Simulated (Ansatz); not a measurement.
# B3LYP/cc-pVDZ run of C3H7BO (SMILES CB1OC1C)

What is the electronic atomisation energy of C3H7BO at B3LYP/cc-pVDZ? 

The results are computed with Ansatz 0.2.0.

34 further runs of the same task are left out: 34 set aside as unsound or not needed. Runs told in other sessions of the task aren't counted.

## 1. The system as given

C3H7BO: 12 atoms, total charge 0, spin state singlet. SMILES: `CB1OC1C`. Geometry: relaxed at PBE0-D4/def2-TZVP.

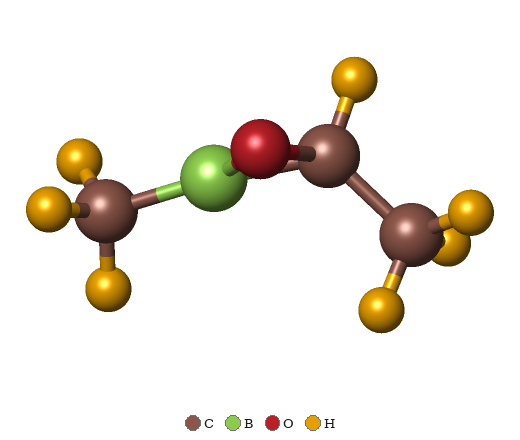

Viewed from a chosen angle; carbon brown, boron green, oxygen red, hydrogen amber.

## 2. The energy at B3LYP/cc-pVDZ

The input, molecule.yaml:

```yaml
crystal:
  periodic: [false, false, false]
  atoms:
    - {symbol: C, position_ang: [-2.115400, 0.231500, 0.008900]}
    - {symbol: B, position_ang: [-0.616500, 0.286000, 0.375000]}
    - {symbol: O, position_ang: [0.162400, 0.085400, 1.440000]}
    - {symbol: C, position_ang: [0.876400, 0.454200, 0.165400]}
    - {symbol: C, position_ang: [1.795500, -0.603000, -0.363000]}
    - {symbol: H, position_ang: [-2.747100, -0.028900, 0.860100]}
    - {symbol: H, position_ang: [-2.280800, -0.500400, -0.787600]}
    - {symbol: H, position_ang: [-2.443000, 1.195200, -0.392100]}
    - {symbol: H, position_ang: [1.330900, 1.439700, 0.259300]}
    - {symbol: H, position_ang: [1.297300, -1.571500, -0.440800]}
    - {symbol: H, position_ang: [2.679000, -0.722300, 0.271600]}
    - {symbol: H, position_ang: [2.137900, -0.321100, -1.362700]}
basis:
  gaussian:
    orbitals: cc-pVDZ
output:
  orbitals: {seedname: orbitals}
accuracy: high
hamiltonian:
  xc: {name: B3LYP}
```

Launch:

```console
$ ansatz run molecule.yaml --threads 1 --pin off --max-ram 2610MiB --events-out events.jsonl --progress --plain --runs-dir runs
```

Output:

```text
Warning: RAYON_NUM_THREADS=1 ignored (pool sized by the plan → 1); use --threads N
Functional definition: B3LYP
  name "B3LYP"
  parameter a0 = 0.2
  parameter ax = 0.72
  parameter ac = 0.81
  exchange = (1 - a0 - ax)*slater_x + ax*b88_x + a0*exact_x
  correlation = (1 - ac)*vwn_rpa_c + ac*lyp_c
2543 factors; integrals over basis functions are off by at most 3.0e-9 eV
mean field evaluation 1: about -5939.7533 eV, gradient 6.3e1 eV
mean field evaluation 2: about -5935.1953 eV, gradient 7.8e1 eV
mean field evaluation 4: about -5948.9029 eV, gradient 3.2e0 eV
mean field evaluation 8: about -5949.1490 eV, gradient 4.1e-1 eV
mean field evaluation 16: about -5949.1494 eV, gradient 7.1e-5 eV
mean field -5949.14940154 eV, -218.6272080283 hartree, gradient 3.9e-8 eV, S^2 0.000000; 0 other end points of the search recorded, 0 dependent functions left out
reference -5949.14944673 eV, -218.6272096888 hartree; 19, 19 occupied and 86, 86 virtual orbitals, 2543 factors
Total energy: -5949.14944673 eV, -218.6272096888 hartree
```

Run time: 9.6 s. Hardware: 1 thread of Arm Neoverse V2, shared host; peak memory 0.39 GiB.

## 3. The B atom

The input, job.yaml:

```yaml
crystal:
  periodic: [false, false, false]
  atoms:
    - {symbol: B, position_ang: [0.000000, 0.000000, 0.000000]}
basis:
  gaussian: {orbitals: cc-pVDZ}
magnetization: {spin_polarized: true, initial_magnetization: 1}
hamiltonian: {xc: {name: B3LYP}}
accuracy: high
```

Run the same way, it converges to -24.66087 Eh (log not shown).

## 4. The C atom at the same level

The input, in.yaml:

```yaml
crystal:
  periodic: [false, false, false]
  atoms:
    - symbol: C
      position_ang: [0.000000, 0.000000, 0.000000]
basis:
  gaussian: {orbitals: cc-pVDZ}
accuracy: high
magnetization: {spin_polarized: true, initial_magnetization: 2}
hamiltonian: {xc: {name: B3LYP}}
```

Run the same way, it converges to -37.85197 Eh (log not shown).

## 5. The H atom

The input, input.yaml:

```yaml
basis:
  gaussian:
    orbitals: cc-pVDZ
crystal:
  periodic: [false, false, false]
  atoms:
    - {symbol: H, position_ang: [0.000000, 0.000000, 0.000000]}
accuracy: high
hamiltonian:
  xc: {name: B3LYP}
magnetization:
  spin_polarized: true
  initial_magnetization: 1
```

Run the same way, it converges to -0.50126 Eh (log not shown).

## 6. The O atom at the same level

The input, run.yaml:

```yaml
crystal:
  periodic: [false, false, false]
  atoms:
    - {symbol: O, position_ang: [0.000000, 0.000000, 0.000000]}
basis:
  gaussian: {orbitals: cc-pVDZ}
magnetization: {spin_polarized: true, initial_magnetization: 2}
hamiltonian: {xc: {name: B3LYP}}
accuracy: high
```

Run the same way, it converges to -75.06850 Eh (log not shown).

## 7. What came out

Level: B3LYP/cc-pVDZ.

| quantity | value |
| --- | --- |
| molecule: total energy | -218.62721 Eh |
| molecule: HOMO energy | -7.09 eV |
| molecule: LUMO energy | 0.37 eV |
| molecule: HOMO–LUMO gap | 7.46 eV |
| B atom: total energy | -24.66087 Eh |
| B atom: ⟨S²⟩ | 0.753 |
| C atom: total energy | -37.85197 Eh |
| C atom: ⟨S²⟩ | 2.002 |
| H atom: total energy | -0.50126 Eh |
| H atom: ⟨S²⟩ | 0.750 |
| O atom: total energy | -75.06850 Eh |
| O atom: ⟨S²⟩ | 2.002 |
| electronic atomisation energy | 49.881 eV |

In words: Taking the molecule apart into free atoms costs 49.88 eV (1150 kcal/mol), before zero-point energy and without spin-orbit coupling.
